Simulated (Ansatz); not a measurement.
Consider F₂H₄O₂Si₂ (SMILES O[Si](F)(F)O[SiH3]).

The calculation's input:

```
basis:
  gaussian:
    orbitals: def2-SVPD
crystal:
  periodic: [false, false, false]
  atoms:
    - {symbol: F, position_ang: [-2.005866, -0.249342, -2.410320]}
    - {symbol: F, position_ang: [-2.274291, -0.633073, 0.099786]}
    - {symbol: O, position_ang: [-0.901877, -2.413093, -1.335186]}
    - {symbol: O, position_ang: [0.107485, -0.018473, -0.842723]}
    - {symbol: Si, position_ang: [-1.251289, -0.838396, -1.123008]}
    - {symbol: Si, position_ang: [0.984747, 0.907130, 0.232710]}
    - {symbol: H, position_ang: [-1.605692, -2.998758, -1.627788]}
    - {symbol: H, position_ang: [1.149122, 0.165027, 1.515131]}
    - {symbol: H, position_ang: [0.271565, 2.191425, 0.484923]}
    - {symbol: H, position_ang: [2.313241, 1.171141, -0.381218]}
total_charge: 0
hamiltonian:
  xc: pbe0
output:
  forces: true
  orbitals: {seedname: orbitals}
```

Run with:

```sh
ansatz run input.yaml --threads 2 --pin off --max-ram 4350MiB --events-out events.jsonl --progress --plain --runs-dir runs
```

Geometry: PBE0-D3(BJ)/def2-SVP.

Level of theory: isolated molecule in a Gaussian basis; Kohn-Sham density functional theory, functional PBE0 in Ansatz.

### Predict the electron density and electron localisation function between the atoms.

Si–F (1.61 Å): ρ at the midpoint is about 1.1 e/Å³; the ELF peaks at about 0.85 in the valence shell of F, 0.6 Å from its nucleus, and is about 0.50 at the midpoint.
Si–O (1.61 Å): ρ is about 1.2 e/Å³ halfway; the ELF peaks at about 0.85 between the atoms; a short, strongly polar bond.
Si–O (1.67 Å): ρ at the midpoint is about 1 e/Å³; the ELF peaks at about 0.85 between the atoms: a shared but strongly polarised pair.
Si–H (1.49 Å): ρ is about 0.79 e/Å³ halfway; the ELF climbs to about 1 towards the hydrogen, as it does in any bond to H.

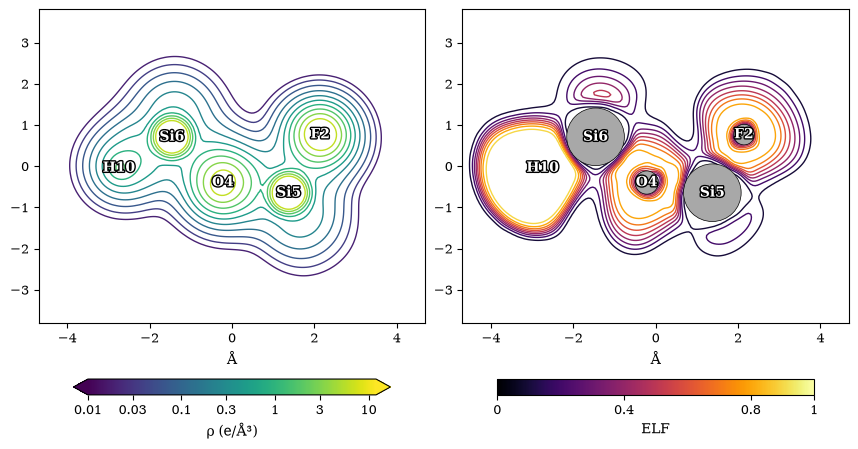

Computed electron density and electron localisation function on the plane of atoms F2, Si5 and O4, in this order. Grey discs cover the atomic cores in the ELF map. 
